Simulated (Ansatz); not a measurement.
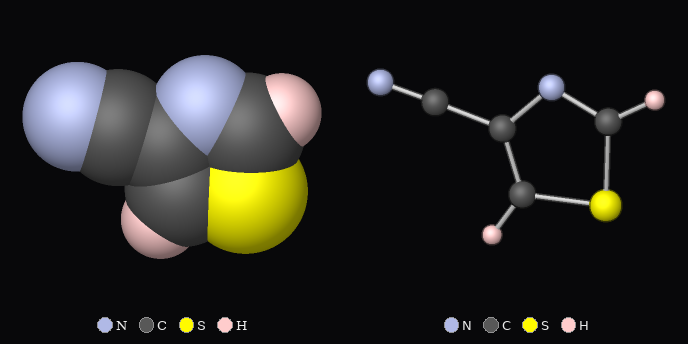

Both panels show the same species.

The geometry was computed by an optimisation with PBE0-D4/def2-TZVP.

What is the molecular formula?

Answer. C4H2N2S, 9 atoms: 4 carbon, 2 hydrogen, 2 nitrogen and 1 sulfur.

What is the point group of this geometry?

Answer. Cs.

Count the bonded pairs by element.

Answer. 3 C–N, 2 C–C, 2 C–S, 2 C–H.

More results for the same structure follow; atom numbers are the same in all pictures, views and colours differ.

**Dipole moment**

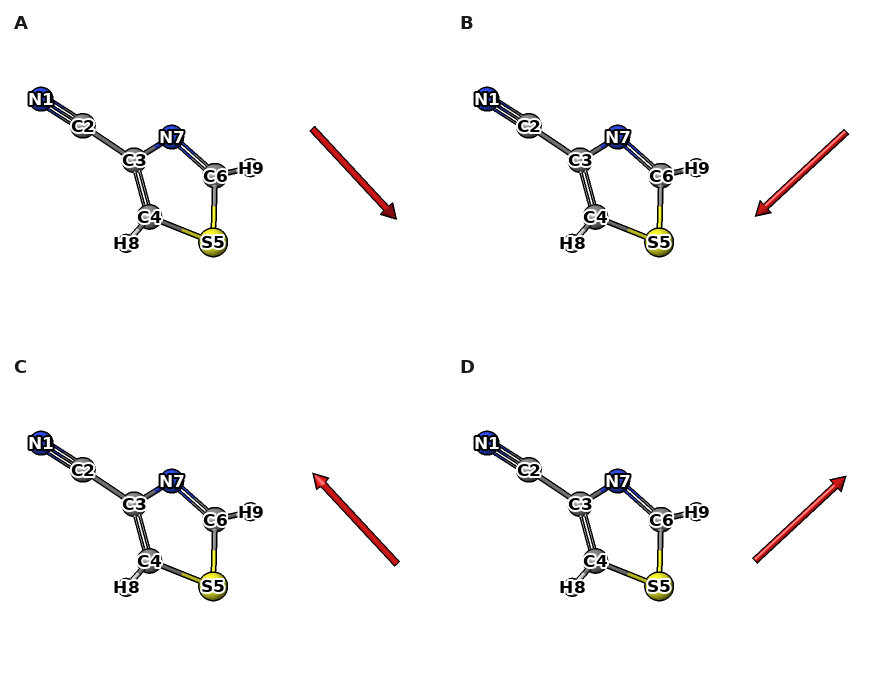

The same molecule four times, each with an arrow. Properties computed with RKS ωB97M-V/def2-TZVPP (Ansatz 0.2.0).

Which arrow points along the dipole moment, from the negative to the positive end?

Answer. A. The dipole moment is 5.32 D; it points from the side of N1 to the side of S5 (the outermost atoms at the two ends).

**Vibrations**

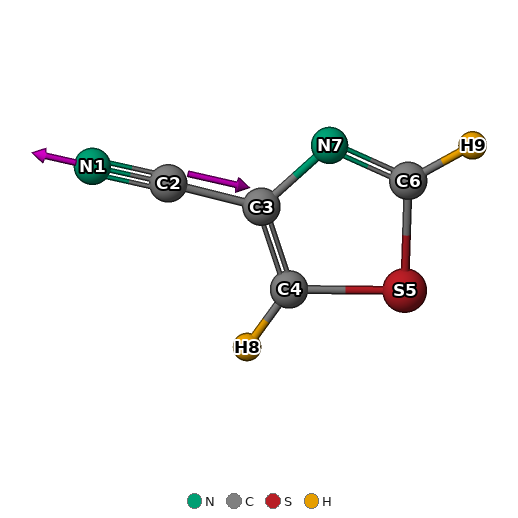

The arrows show one normal mode. Harmonic vibrations computed with RKS PBE0-D4/def2-TZVP (Ansatz 0.2.0) at a stationary point of the same level.

Estimate its harmonic wavenumber.

Answer. 2377 cm⁻¹; it is mode 19 of 21 counted from the lowest.

**Charges**

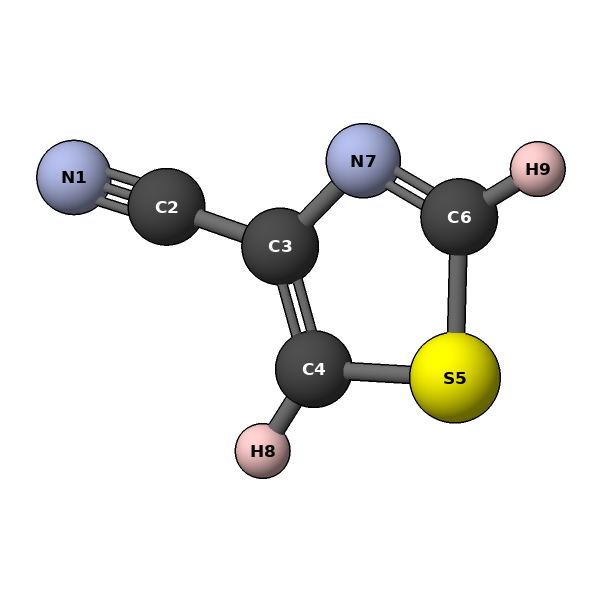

The questions are on Mulliken charges. Method: RKS PBE0-D4/def2-TZVP (Ansatz 0.2.0).

List the Mulliken charges.

| atom | value (e) |
| --- | --- |
| N1 | 0.03 |
| C2 | −0.28 |
| C3 | 0.21 |
| C4 | −0.16 |
| S5 | 0.11 |
| C6 | −0.06 |
| N7 | −0.20 |
| H8 | 0.18 |
| H9 | 0.17 |

Mulliken values depend strongly on the basis set and can even reverse the polarity of a bond.
